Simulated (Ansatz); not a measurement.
**Br$_{2}$H$_{2}$O$_{2}$Ti (SMILES [OH][Ti]([OH])([Br])[Br]): density, localisation and related maps**

```xyz
7

Br   -2.7188   -1.3724    0.1250
Br   -1.4540    1.0171   -2.6449
O    -1.7062    1.7819    0.6081
O     0.3577   -0.0601   -0.0401
Ti   -1.2722    0.4219   -0.3709
H    -1.5880    2.4858    1.2507
H     1.1994   -0.0604    0.4223
```

Geometry: PBE0-D4/def2-SVP.

Computed with isolated molecule in a Gaussian basis; Kohn-Sham density functional theory, functional PBE0 (Ansatz).

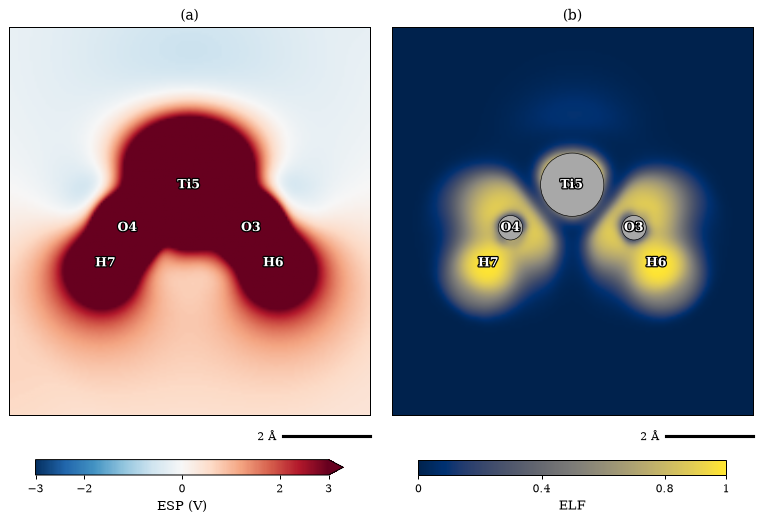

Figure 1. (a) electrostatic potential; (b) ELF on the plane of atoms Ti5, O3 and H6. Grey discs cover the atomic cores in the ELF map.

What does the map show?

Atoms in the plane: O, Ti and H. Ti–O (1.73 Å): the ELF peaks at about 0.80 in the valence shell of O, 0.5 Å from its nucleus, and drops to about 0.25 between the two atoms. O–H (0.96 Å): the ELF climbs to about 1 towards the hydrogen, as it does in any bond to H (an ordinary covalent bond to hydrogen). Outside the dense part of the molecule the potential is most negative (−0.6 V) near Br1, which lies off the plane.

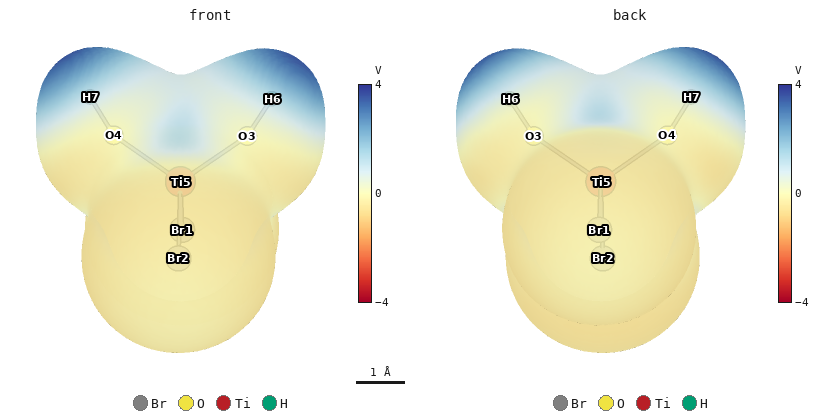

Figure 2. The molecular electrostatic potential painted on the density surface at 0.002 e/bohr³, seen from the front and from behind; red is negative and blue positive.

Describe the electrostatic potential map.

The most negative region (about −0.6 V, or −14 kcal/mol for a unit charge) lies over Br1 and Br2, the most positive (about +3.5 V, or +81 kcal/mol for a unit charge) over H6 and H7.

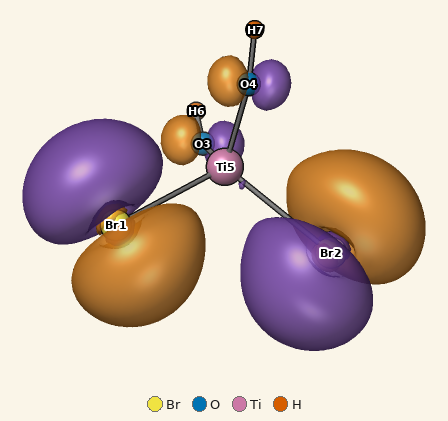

Figure 3. One frontier orbital at ±0.08 Å⁻³ᐟ² (orange and purple are the two phases), seen at an oblique angle.

Which orbital is it: HOMO or LUMO?

The HOMO, at −8.15 eV. By Hirshfeld shares it lies mainly on Br1 (about 45 %) and Br2 (about 45 %); largely a combination of lone pairs on Br1 and Br2.
